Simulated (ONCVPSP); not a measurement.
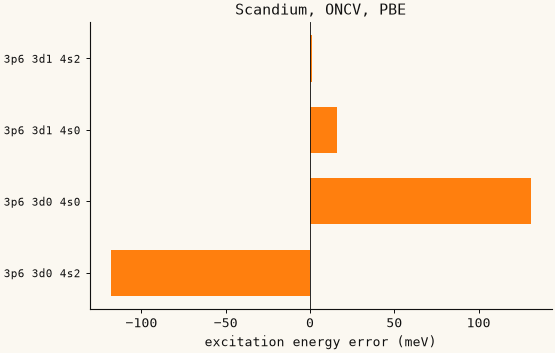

Figure 1. Errors, all-electron minus pseudo, of the energies of valence configurations relative to the unpolarised reference 3p6 3d1 4s1.

- Worst configuration: 3p6 3d0 4s0 (charge +3): the error is +131 meV on an all-electron energy of +37.64 eV relative to the reference, or 0.35 %.
- Errors in meV: 3p6 3d1 4s2: +1.4; 3p6 3d1 4s0: +16; 3p6 3d0 4s0: +131; 3p6 3d0 4s2: -118.
- Configurations within 10 meV and within 50 meV: 1 and 2 of 4. The potential isn't sound: its ghost test gives GHOST(-) flagged for s at -57.9 eV; GHOST(+) flagged for s at 240.7 eV (flags above 300 eV left out).

# Sc: pseudopotential generation

Scandium (Sc, Z = 21), core [Ne] 3s2, reference valence 3p6 3d1 4s1 (an ion of charge +1), valence charge 9. Computed at this level: ONCV potential, PBE, scalar-relativistic, made with ONCVPSP 4.0.1.

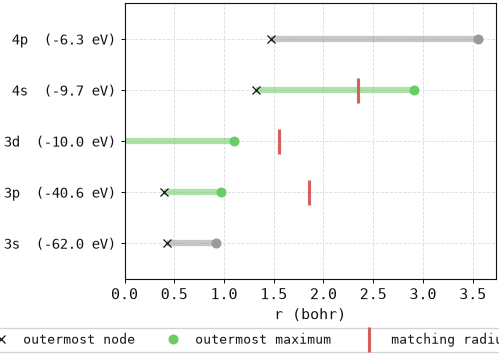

Figure 2. Outer shells of the all-electron reference atom: each bar runs from the outermost node (or the nucleus) to the outermost maximum of u(r); the tick is the radius chosen for the pseudo-wave. Shells without a tick have no pseudo-wave of their own. Levels, nodes and maxima are from ld1.x, scalar-relativistic.

- Radii against the shells: 3p: 1.85 bohr, outside the maximum; 3d: 1.55 bohr, outside the maximum; 4s: 2.35 bohr, between node and maximum.

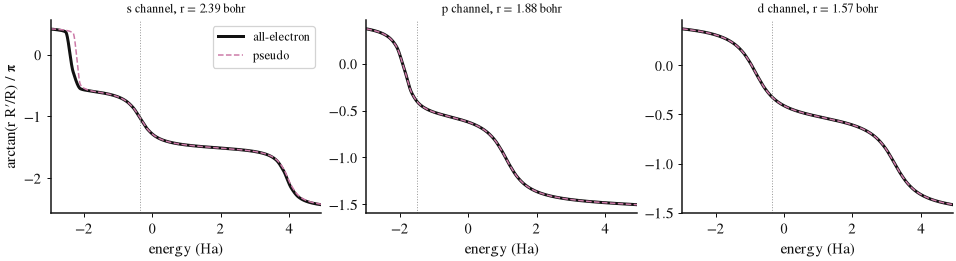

Figure 3. Unwrapped phase arctan(r R′/R) in units of π against energy, all-electron (solid) and pseudo (dashed); the pseudo phase is matched to the all-electron one at the reference energy. Here R(r) is the radial function. A near-vertical step is a level narrower than the spacing of the points behind the curves. The dotted line marks the reference energy of the channel. Not drawn: f: not judged.

- Ghost states: Going away from the reference energies, the phases part by more than π/2 in: s at about -2.2 Ha (below its reference energy, pseudo phase higher, at the flagged ghost). Such a step is either a state that only one of the two atoms has or an ordinary level shifted in energy. The separate test gives: GHOST(-) flagged for s at -57.9 eV; GHOST(+) flagged for s at 240.7 eV (flags above 300 eV left out).
- Range over which the phases agree within 0.05 rad: s: between about -2.0 and 3.7 Ha; p: over the whole range drawn; d: over the whole range drawn.

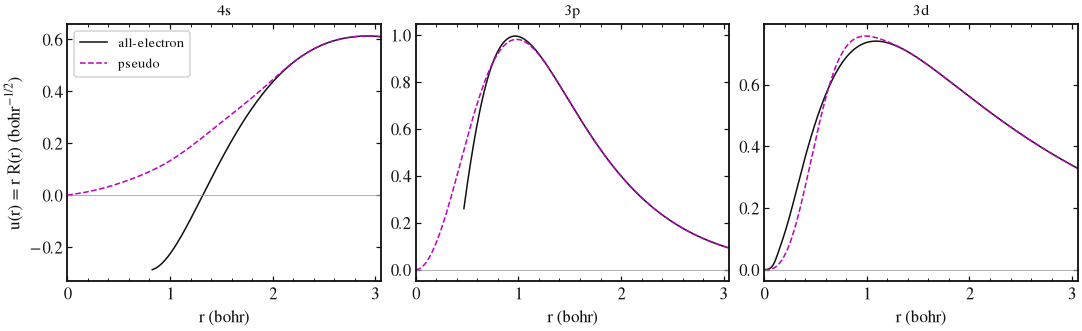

Figure 4. Partial waves u(r) = r R(r), all-electron (solid) and pseudo (dashed). The innermost oscillations of some all-electron curves aren't drawn. Reference configuration 3p6 3d1 4s1.

- Matching radii: 4s at 2.35 bohr; 3p at 1.85 bohr; 3d at 1.55 bohr. The curves merge smoothly, so the plot gives these only roughly.
- Nodes of the pseudo-waves: 4s has no node; 3p has no node; 3d has no node.
- Cutoffs needed: 43 Ha (loose) and 51 Ha (tight), as the cutoffs at which the residual kinetic energy of the hardest occupied pseudo-wave falls to 1 and 0.1 mHa per electron.

These pictures come from the run below.

The input:
```
# ATOM AND REFERENCE CONFIGURATION
# atsym  z   nc   nv     iexc    psfile
  Sc 21.00    4    3        4      upf
#
#   n    l    f
    1    0    2.00
    2    0    2.00
    2    1    6.00
    3    0    2.00
    3    1    6.00
    3    2    1.00
    4    0    1.00
#
# PSEUDOPOTENTIAL AND OPTIMIZATION
# lmax
    2
#
#   l,   rc,      ep,       ncon, nbas, qcut
    0    2.35    0.00    4    8    2.20
    1    1.85    0.00    5    9    7.20
    2    1.55    0.00    4    9   12.10
#
# LOCAL POTENTIAL
# lloc, lpopt,  rc(5),   dvloc0
    4    3    1.40    6.00
#
# VANDERBILT-KLEINMAN-BYLANDER PROJECTORs
# l, nproj, debl
    0    3    1.00
    1    2    2.50
    2    2    3.40
#
# MODEL CORE CHARGE
# icmod, fcfact, rcfact
    3    5.25    1.65
#
# LOG DERIVATIVE ANALYSIS
# epsh1, epsh2, depsh
   -3.00    5.00    0.02
#
# OUTPUT GRID
# rlmax, drl
    6.00    0.01
#
# TEST CONFIGURATIONS
# ncnf
    4
# nvcnf
#   n    l    f
    3
    3    1    6.00
    3    2    1.00
    4    0    2.00
#
    3
    3    1    6.00
    3    2    1.00
    4    0    0.00
#
    3
    3    1    6.00
    3    2    0.00
    4    0    0.00
#
    3
    3    1    6.00
    3    2    0.00
    4    0    2.00
#
```

Run as:
```bash
oncvpsp.x < Sc.dat > Sc.out
```

Output (extracts):
```
ONCVPSP  (Optimized Norm-Conservinng Vanderbilt PSeudopotential)
scalar-relativistic version 4.0.1

#   n    l    f        energy (Ha)
    1    0    2.00    -1.6185843E+02
    2    0    2.00    -1.7688712E+01
    2    1    6.00    -1.4526099E+01
    3    0    2.00    -2.2798217E+00
    3    1    6.00    -1.4927755E+00
    3    2    1.00    -3.6630113E-01
    4    0    1.00    -3.5748841E-01

Reference configufation results
  iterations    24
  all-electron total energy (Ha)   -7.63802925D+02

Begin loop to  construct optimized pseudo wave functions
and semi-local pseudopoentials for all angular momenta

   Wellstate for l =  0  n =  5
     eigenvalue =   0.6425
     asymptotic potential =   1.1425
     half-point radius =  4.1101

   Wellstate for l =  0  n =  6
     eigenvalue =   1.6425
     asymptotic potential =   2.1425
     half-point radius =  4.4836

Calculating optimized projector #   1

 for l=   0

    Fraction of norm inside rc  0.183262
    Optimizing pswf for qcut=   2.20 a_B^-1,  ecut=   2.42 Ha
    Residual kinetic energy error=  1.15D-03 Ha

    Energy error per electron        Cutoff
         Ha          eV             Ha
         0.01000     0.27211        1.41
         0.00100     0.02721        2.82
         0.00010     0.00272       26.05
         0.00001     0.00027       33.71

Calculating optimized projector #   2

 for l=   0

    Fraction of norm inside rc  0.224711
    Optimizing pswf for qcut=   2.20 a_B^-1,  ecut=   2.42 Ha
    Residual kinetic energy error=  5.18D-02 Ha

    Energy error per electron        Cutoff
         Ha          eV             Ha
         0.01000     0.27211       10.62
         0.00100     0.02721       38.26
         0.00010     0.00272       44.59
         0.00001     0.00027       59.29

Calculating optimized projector #   3

 for l=   0

    Fraction of norm inside rc  0.133615
    Optimizing pswf for qcut=   2.20 a_B^-1,  ecut=   2.42 Ha
    Residual kinetic energy error=  1.50D-01 Ha

    Energy error per electron        Cutoff
         Ha          eV             Ha
         0.01000     0.27211       10.39
         0.00100     0.02721       50.16
         0.00010     0.00272       58.58
         0.00001     0.00027       82.55

   Wellstate for l =  1  n =  5
     eigenvalue =   1.0072
     asymptotic potential =   1.5072
     half-point radius =  3.8955

Calculating optimized projector #   1

 for l=   1

    Fraction of norm inside rc  0.913951
    Optimizing pswf for qcut=   7.20 a_B^-1,  ecut=  25.90 Ha
    Residual kinetic energy error=  7.60D-07 Ha

    Energy error per electron        Cutoff
         Ha          eV             Ha
         0.01000     0.27211       12.93
         0.00100     0.02721       16.99
         0.00010     0.00272       20.41
         0.00001     0.00027       23.08

Calculating optimized projector #   2

 for l=   1

    Fraction of norm inside rc  0.107056
    Optimizing pswf for qcut=   7.20 a_B^-1,  ecut=  25.90 Ha
    Residual kinetic energy error=  4.82D-07 Ha

    Energy error per electron        Cutoff
         Ha          eV             Ha
         0.01000     0.27211       11.57
         0.00100     0.02721       15.88
         0.00010     0.00272       19.61
         0.00001     0.00027       22.60

   Wellstate for l =  2  n =  5
     eigenvalue =   3.0337
     asymptotic potential =   3.5337
     half-point radius =  2.7519

Calculating optimized projector #   1

 for l=   2

    Fraction of norm inside rc  0.529497
    Optimizing pswf for qcut=  12.09 a_B^-1,  ecut=  73.13 Ha
    Residual kinetic energy error=  2.51D-09 Ha

    Energy error per electron        Cutoff
         Ha          eV             Ha
         0.01000     0.27211       33.07
         0.00100     0.02721       42.61
         0.00010     0.00272       50.67
         0.00001     0.00027       57.00

Calculating optimized projector #   2

 for l=   2

    Fraction of norm inside rc  0.125002
    Optimizing pswf for qcut=  12.09 a_B^-1,  ecut=  73.13 Ha
    Residual kinetic energy error=  7.42D-08 Ha

    Energy error per electron        Cutoff
         Ha          eV             Ha
         0.01000     0.27211       38.25
         0.00100     0.02721       48.49
         0.00010     0.00272       56.48
         0.00001     0.00027       62.94

Construct Vanderbilt / Kleinmman-Bylander projectors

B matrix Hermiticity error, ll=   0
   1   2    3.3897E-05
   1   3   -6.3289E-05
   2   3    4.3519E-05

  Orthonormal projector coefficients -2.0008E+01  5.2497E+00  1.0509E+00

B matrix Hermiticity error, ll=   1
   1   2   -1.6739E-04

  Orthonormal projector coefficients -5.1310E+00 -1.6659E+00

B matrix Hermiticity error, ll=   2
   1   2   -1.5733E-04

  Orthonormal projector coefficients -1.3640E+01 -3.9953E+00

Model core correction analysis
  based on d2Exc/dn_idn_j

d2excae - all-electron derivatives

   -3.547410D-02   -2.460725D-02   -4.102590D-03
   -2.460754D-02   -2.394869D-02   -1.427071D-02
   -4.097991D-03   -1.426399D-02   -4.372573D-02

d2excps - pseudofunction derivatives with no core correction

   -4.463792D-02   -3.152543D-02   -3.961966D-03
   -3.152628D-02   -2.879530D-02   -1.518740D-02
   -3.956249D-03   -1.517822D-02   -4.507640D-02

rms 2nd derivative error    4.792767E-03

rmatch, rhocmatch    0.6288    9.4458

Teter function model core charge with specified parameters

d2excps - pseudofunction derivatives with core correction

   -3.681820D-02   -2.706946D-02   -3.933813D-03
   -2.706978D-02   -2.613132D-02   -1.516373D-02
   -3.928090D-03   -1.515454D-02   -4.507004D-02

rms 2nd derivative error    1.568815E-03

Pseudoatom total energy  -29.214445

Diagnostic tests using Vanderbilt-Kleinman-Bylander pseudopotentials
  1 or more projectors used as specified by nproj input data

   l    rcore       rmatch      e in        delta e   norm test  slope test

   0   2.3586724   2.4302869  -0.3574884   0.0000002   1.0000140   1.0000107
   0   2.3586724   2.4302869   0.6425116   0.0000035   1.0001030   1.0001030
   0   2.3586724   2.4302869   1.6425116  -0.0000007   1.0001502   1.0001502

   1   1.8567285   1.9131028  -1.4927755  -0.0000020   1.0000846   1.0000879
   1   1.8567285   1.9131028   1.0072245   0.0000229   1.0001097   1.0001097

   2   1.5517044   1.5988175  -0.3663011   0.0000017   1.0000356   1.0000342
   2   1.5517044   1.5988175   3.0336989   0.0000800   1.0001137   1.0001137

 Testing for bound ghosts
   n   l    E NL Schr. Eq   E Basis Diag.   E Cutoff

       0                       -2.127841     62.15  WARNING - GHOST(-)
   1   0       -0.357488       -0.350930     62.15

   2   1       -1.492777       -1.492767    114.98

   3   2       -0.366299       -0.355403    183.81

 Testing for highly-localized positive-energy ghosts
       l    <radius>/rc     E Basis Diag.   E Cutoff

       0        0.970331        8.846817     62.15  WARNING - GHOST(+)

       0        0.797582       17.690970     62.15  WARNING - GHOST(+)

       0        0.429207       30.260821     62.15  WARNING - GHOST(+)

Test configuration 0

   n   l     f        eae           eps        diff
   1   0  2.0000 -161.85843306
   2   0  2.0000  -17.68871219
   2   1  6.0000  -14.52609926
   3   0  2.0000   -2.27982166
   3   1  6.0000   -1.49277546   -1.49277742   -1.96D-06
   3   2  1.0000   -0.36630113   -0.36629943    1.70D-06
   4   0  1.0000   -0.35748841   -0.35748825    1.67D-07

    Total energies and differences
      AE_ref= -7.63802925D+02  AE_tst= -7.63802925D+02  dif=  0.00D+00
      PS_ref= -2.92144451D+01  PS_tst= -2.92144451D+01  dif=  9.59D-14
      PSP excitation error= -9.59D-14

Test configuration 1

   n   l     f        eae           eps        diff
   1   0  2.0000 -161.59672778
   2   0  2.0000  -17.43126625
   2   1  6.0000  -14.26828191
   3   0  2.0000   -2.02264824
   3   1  6.0000   -1.23568018   -1.23825523   -2.58D-03
   3   2  1.0000   -0.11882432   -0.12023382   -1.41D-03
   4   0  2.0000   -0.15372740   -0.15368487    4.25D-05

    Total energies and differences
      AE_ref= -7.63802925D+02  AE_tst= -7.64056381D+02  dif= -2.53D-01
      PS_ref= -2.92144451D+01  PS_tst= -2.94679511D+01  dif= -2.54D-01
      PSP excitation error=  4.97D-05

Test configuration 2

   n   l     f        eae           eps        diff
   1   0  2.0000 -162.17493495
   2   0  2.0000  -17.99960394
   2   1  6.0000  -14.83746569
   3   0  2.0000   -2.58722222
   3   1  6.0000   -1.79893168   -1.79362741    5.30D-03
   3   2  1.0000   -0.65823575   -0.65431558    3.92D-03

    Total energies and differences
      AE_ref= -7.63802925D+02  AE_tst= -7.63333718D+02  dif=  4.69D-01
      PS_ref= -2.92144451D+01  PS_tst= -2.87458221D+01  dif=  4.69D-01
      PSP excitation error=  5.84D-04

Test configuration 3

   n   l     f        eae           eps        diff
   1   0  2.0000 -162.79307468
   2   0  2.0000  -18.65147297
   2   1  6.0000  -15.48645551
   3   0  2.0000   -3.17624219
   3   1  6.0000   -2.37409756   -2.37179598    2.30D-03

    Total energies and differences
      AE_ref= -7.63802925D+02  AE_tst= -7.62419769D+02  dif=  1.38D+00
      PS_ref= -2.92144451D+01  PS_tst= -2.78361017D+01  dif=  1.38D+00
      PSP excitation error=  4.81D-03

Test configuration 4

   n   l     f        eae           eps        diff
   1   0  2.0000 -162.06663137
   2   0  2.0000  -17.93354942
   2   1  6.0000  -14.76772989
   3   0  2.0000   -2.48207026
   3   1  6.0000   -1.68447811   -1.69700215   -1.25D-02
   4   0  2.0000   -0.41543460   -0.41331500    2.12D-03

    Total energies and differences
      AE_ref= -7.63802925D+02  AE_tst= -7.63748372D+02  dif=  5.46D-02
      PS_ref= -2.92144451D+01  PS_tst= -2.91555393D+01  dif=  5.89D-02
      PSP excitation error= -4.35D-03
```

Summary:

- outcome: generated, with a ghost state
- cutoffs needed: 43 Ha and 51 Ha (the cutoffs at which the residual kinetic energy of the hardest occupied pseudo-wave falls to 1 and 0.1 mHa per electron)
- ghost test: GHOST(-) flagged for s at -57.9 eV; GHOST(+) flagged for s at 240.7 eV (flags above 300 eV left out)
- largest excitation error: +131 meV (all-electron minus pseudo) for 3p6 3d0 4s0, out of 4 test configurations
- rms error of d²Exc/dni dnj: 4.79 mHa without and 1.57 mHa with the model core
- range over which the phases arctan(r R′/R) at the test radius agree within 0.05 rad (a looser test near the poles than one of phase shifts): s: between about -2.0 and 3.7 Ha; p: over the whole range computed; d: over the whole range computed; f: not judged, local potential alone
- hardware: 1 CPU thread, shared host
- wall time: 5.1 s

Remarks:

The potential has a bound ghost state, so it can't be used as it stands.
